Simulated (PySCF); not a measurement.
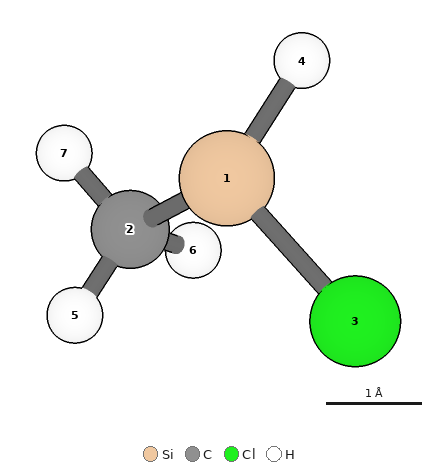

*The structure as given in the input (ball-and-stick view, seen at a tilt; atoms are numbered from 1 in the order of the input).*

Bond lengths as drawn: Cl–Si 2.08 Å, C–H 1.10 Å, C–Si 1.88 Å and H–Si 1.50 Å.

**EPR calculation, with input and output: CH4ClSi**

- system: CH4ClSi, multiplicity 2
- method: UKS BHandHLYP, IGLO-III on C Cl Si, pcH-1 on H, non-relativistic, mean-field spin-orbit, GIAO (PySCF 2.14.0)

The program's output
```
UKS, coarse grid
  cycle   1  E = -790.18351048  |g| = 2.36e-01
  cycle   2  E = -790.19910609  |g| = 1.81e-01
  cycle   3  E = -790.21501042  |g| = 2.55e-02
  cycle   4  E = -790.21540954  |g| = 5.56e-03
  cycle   5  E = -790.21545310  |g| = 1.89e-03
  cycle   6  E = -790.21545710  |g| = 6.50e-04
UKS, final grid
  cycle   1  E = -790.21546162  |g| = 3.88e-04
  cycle   2  E = -790.21546175  |g| = 2.58e-04
  cycle   3  E = -790.21546179  |g| = 8.69e-05
  cycle   4  E = -790.21546181  |g| = 4.06e-05
  cycle   5  E = -790.21546181  |g| = 5.80e-06
E = -790.21546181 Eh   <S^2> = 0.7521 (exact 0.7500)
g shifts (ppm)      1          2          3
  rmc          -159       -159       -159
  gc             13         60         59
  oz_so         -70       2672       4835
  total        -216       2572       4734
hyperfine (MHz)  atom isotope    a_iso     a_fc   dipolar eigenvalues
    0  29Si    -685.28    -686.24   -158.58     78.14     80.44
    1   13C      41.60      41.56     -5.86     -5.13     10.99
    2  35Cl      21.11      20.89    -17.76    -16.22     33.98
    3    1H     111.97     111.95     -7.59     -0.16      7.75
    4    1H       2.18       2.17     -4.93     -2.71      7.64
    5    1H      55.42      55.42     -4.39      0.40      3.99
    6    1H      -3.94      -3.94     -4.71     -2.12      6.83
```

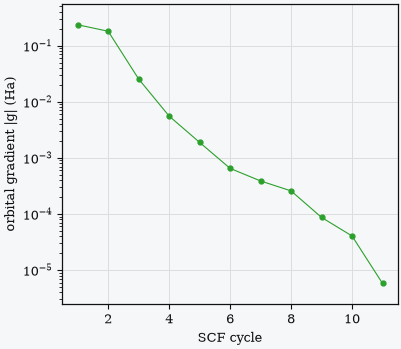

*Convergence of the self-consistent field: orbital gradient |g| against the SCF cycle.*

All cycles printed in the log are drawn one after another.

The run was set up as follows.

Input
```
{"job": {"kind": "epr", "xc": "BHandHLYP"}, "charge": 0, "multiplicity": 2}
Si     0.761258    -0.379851     0.596739
C     -0.764019     0.308885    -0.249300
Cl     1.503534    -1.973842    -0.515499
H      1.847028     0.648450     0.695877
H     -1.558447    -0.449380    -0.308247
H     -0.513846     0.631977    -1.273161
H     -1.147139     1.176700     0.309863
```

The first line tells a small driver script what to run in PySCF; the rest is the geometry in Å.

Run as:
```bash
OMP_NUM_THREADS=1 python <driver script> task.json out
```

Summary

- outcome: converged
- total energy: −790.215462 hartree
- ⟨S²⟩: 0.752
- isotropic g: 2.0047
- hardware: 1 CPU thread, shared host
- wall time: 27 s
- peak memory: 0.52 GiB
